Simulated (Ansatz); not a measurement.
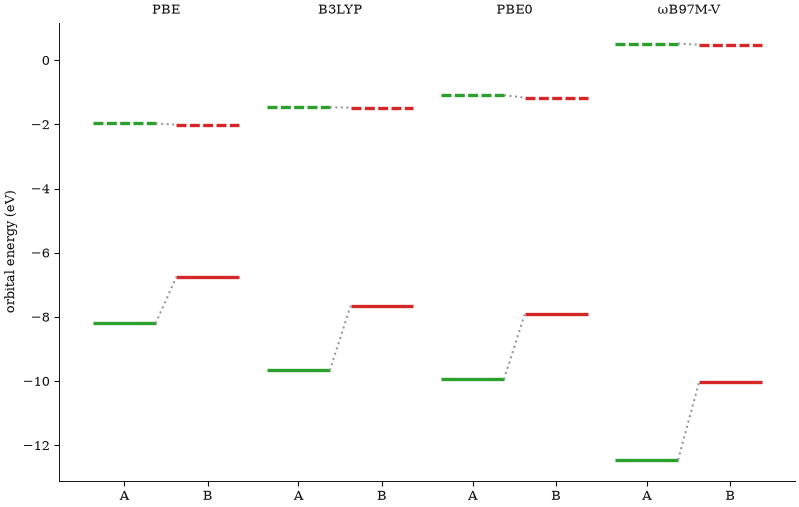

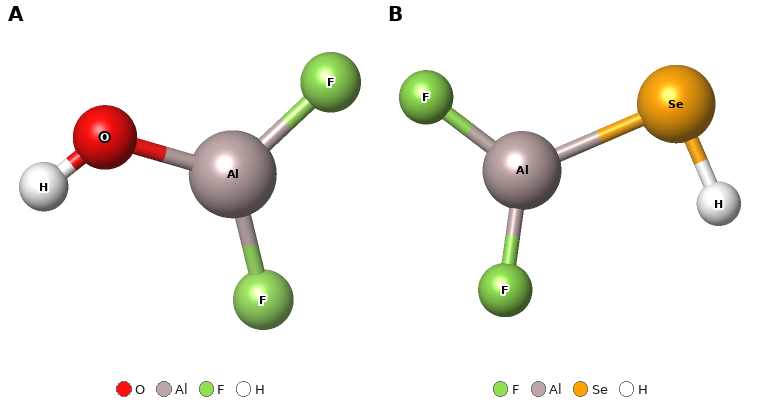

One change: A, AlHOF₂ (SMILES [OH][Al]([F])[F]), becomes B, AlHSeF₂ (SMILES [F][Al]([F])[SeH]). OH on Al is replaced by SeH. HOMO (solid) and LUMO (dashed) computed in def2-TZVPP at PBE0-D4/def2-TZVP geometries, both minima by their frequencies, gas phase, the Ansatz code. Empty levels above zero depend strongly on the basis.

**What does the change do to HOMO and LUMO?**

PBE: the HOMO rises by 1.46 eV, the LUMO falls by 0.04 eV, and the separation goes from 6.23 to 4.74 eV. B3LYP: the HOMO rises by 2.02 eV, the LUMO hardly moves, and the separation goes from 8.20 to 6.17 eV. PBE0: the HOMO rises by 2.04 eV, the LUMO falls by 0.08 eV, and the separation goes from 8.85 to 6.74 eV. ωB97M-V: the HOMO rises by 2.42 eV, the LUMO falls by 0.04 eV, and the separation goes from 12.97 to 10.52 eV.

**Do the functionals agree on the effect?**

They agree on the direction for both levels; the HOMO shift lies between 1.46 and 2.42 eV and the LUMO shift between −0.08 and −0.01 eV, while the separations themselves differ by up to 6.7 eV between functionals.
